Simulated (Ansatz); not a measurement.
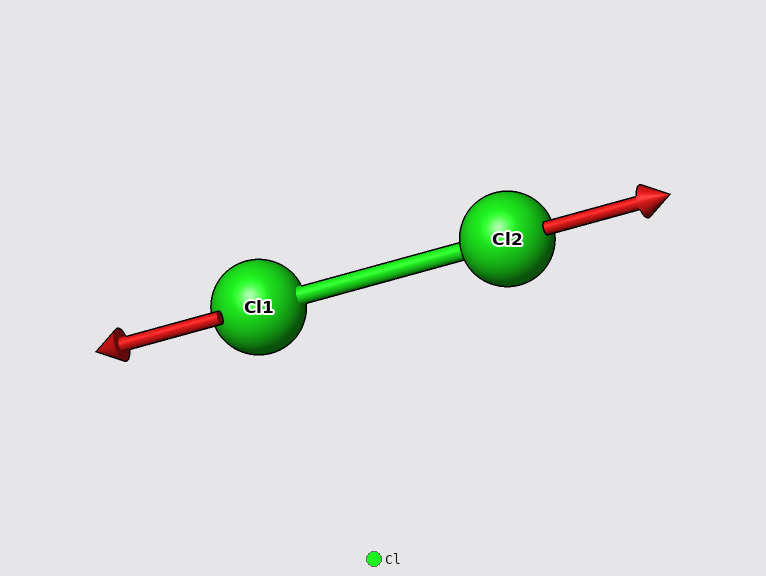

The arrows show one normal mode. State: charge +1, doublet. Harmonic vibrations computed with UKS PBE0-D4/def2-TZVP (Ansatz 0.2.0) at a stationary point of the same level.

What kind of motion is it?

Answer. Mostly Cl–Cl stretching.

At what wavenumber does it lie?

Answer. 673 cm⁻¹; it is mode 1 of 1 counted from the lowest.
